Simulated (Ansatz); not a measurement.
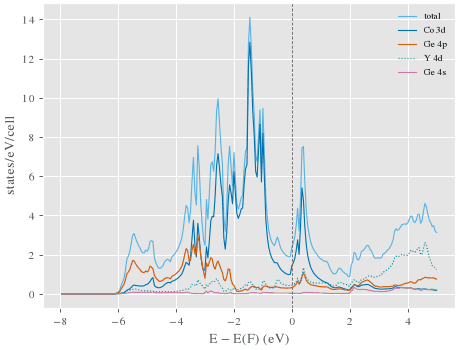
Figure: Total and projected density of states of YCo2Ge2 in space group I4/mmm (No. 139; Y on 2a, Co on 4d, Ge on 4e), r²SCAN (plane waves, PAW; program Ansatz)

### Question
Which orbitals carry the states next to the Fermi level?

### Answer
Within 0.5 eV of the Fermi level: Co 3d 61 %, Y 4d 19 %, Ge 4p 14 %. Projections are on Löwdin-orthogonalised atomic valence shells; empty p or d shells of many metals are not among them.

### Question
Where is the tallest occupied peak in this window, and what makes it?

### Answer
Near -1.4 eV, about 14 states/eV per cell; the largest projected share is Co 3d.

The workflow started from a Materials Project entry (that database holds measured and hypothetical structures alike); the Crystallography Open Database copy checked does not list it. Its standing as an ambient phase is unchecked. Symmetry was held in the r²SCAN relaxation; whether a distortion lowers the energy is not shown. The run is not spin-polarised. Scalar-relativistic: spin–orbit coupling is off unless named, which matters more the heavier the elements.

Potentials: the later of the program's two PAW sets.
